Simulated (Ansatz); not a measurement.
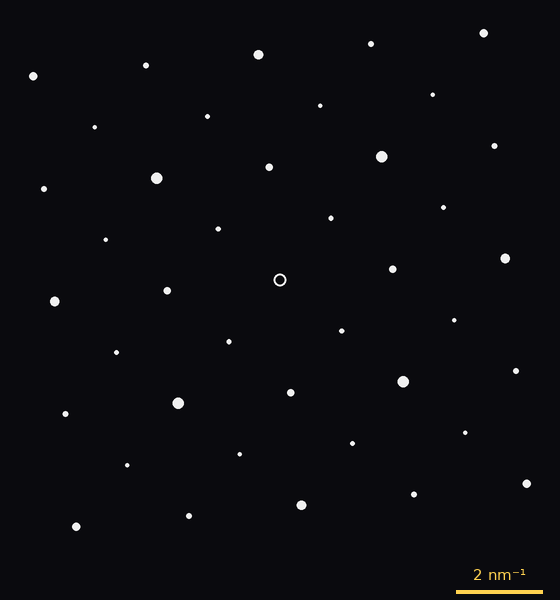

The pattern is a kinematic simulation for 120 kV electrons (no multiple scattering; isotropic B = 0.8 Å²).

Q: What net do the spots form, and what spacings does it show?

A: The spots form a square net with both shortest vectors at d = 5.33 Å, 90.0° apart.

Q: What is the point symmetry of the pattern, intensities included?

A: 4mm. A zero-layer kinematic pattern is always centrosymmetric (Friedel's law). A fourfold pattern needs a tetragonal or cubic crystal seen along a 4 or -4 axis.

Q: What was simulated?

A: This cannot be fixed from one zone alone; the pattern is [001] of PbAuBr3, space group I4/mmm (No. 139), a = 7.540 Å, c = 10.694 Å. The net vectors are 1 -1 0 and 1 1 0. Structure: the end point of a relaxation with DFT, PAW plane waves, r2scan in Ansatz 0.2.0; the starting structure was generated, so it need not be a known form of this composition.
